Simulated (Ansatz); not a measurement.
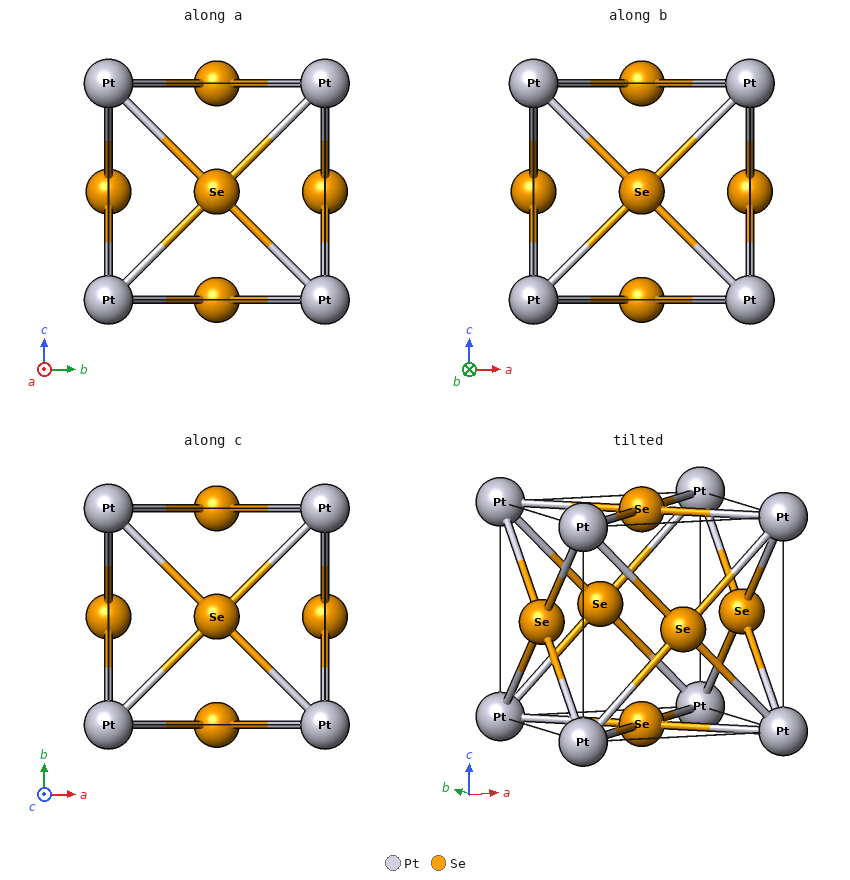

The structure above is drawn in ball-and-stick style and viewed along the a axis, along the b axis, along the c axis and slightly off an axis. One conventional unit cell is framed, with atoms on its boundary repeated.

Lattice parameters: a = 4.242 Å, b = 4.242 Å, c = 4.242 Å, α = 90.00°, β = 90.00°, γ = 90.00°.

Question: Set out the cell and atoms as a table of Wyckoff sites.

Answer: Space group Pm-3m (No. 221).
```csv
atom,site,x,y,z
Pt,1a,0.0000,0.0000,0.0000
Se,3c,0.0000,0.5000,0.5000
```

It goes back to a structure type filled with these elements by a generator (whether the compound takes this form wasn't checked). What is shown is the relaxed result from Ansatz 0.2.0, DFT PBE, scalar-relativistic, plane waves, PAW.
